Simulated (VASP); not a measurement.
Band structure of WSe$_{2}$ (2H layered). Level of theory: PBE GGA with spin-orbit coupling, VASP's PBE PAW potentials (set 64) (plane waves; VASP).

The path is coarsely sampled, so an indirect gap can come out somewhat too large. Without a dispersion term in the relaxation, distances and binding between the weakly bound layers, chains or molecules are unreliable, and so is what depends on them.

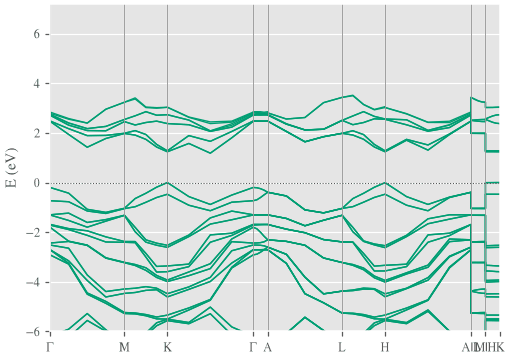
*Bands along high-symmetry lines, zero at the valence-band maximum or, without a gap, the Fermi level*

Task: Read the plot: is there a gap, and where are the band edges?

Result: The gap is indirect, 1.18 eV, from the valence maximum at K to the conduction minimum at K-Γ at 0.50.

The compound is WSe2 in the 2H layered structure. It was relaxed first, which changed the volume by +17 %.
